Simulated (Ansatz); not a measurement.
**Effect of Mg → Sr on MgO**

Consider MgO in the rock salt structure (space group Fm-3m, No. 225; a = 4.204 Å).

The change: every Mg is replaced by Sr; the structure is relaxed again.

Method: plane-wave PAW DFT at the r2SCAN level (Ansatz, a first-principles code, 500 eV), spin-orbit coupling left out. k-mesh 11×11×11 (Γ-centred); smearing 0.05 eV (Fermi–Dirac), for the changed cell.

| quantity | base | changed | shift |
|---|---|---|---|
| volume per atom | 9.29 Å³ | 17.17 Å³ | +7.88 Å³ |
| density | 3.60 g/cm³ | 5.01 g/cm³ | +1.41 g/cm³ |
| shortest interatomic distance | 2.102 Å | 2.580 Å | +0.478 Å |
| band gap | 5.68 eV | 3.80 eV | -1.885 eV |
| gap character | direct at Γ | indirect, Γ → X | – |
| smallest direct gap | 5.68 eV | 3.88 eV | -1.80 eV |
| width of the top valence band | 1.78 eV | 1.08 eV | -0.70 eV |
| electron mass | 0.36 mₑ (at Γ) | 1.2 mₑ along k, 0.40 mₑ across (at X) | – |

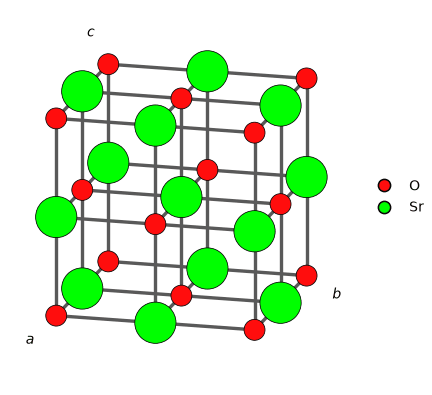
Fig. 1. The relaxed conventional cell after the change

Masses are band curvatures over ±0.01 Å⁻¹ around the edge. Along k means along the line from Γ to the band edge. Whether these cells are dynamically stable was not tested.
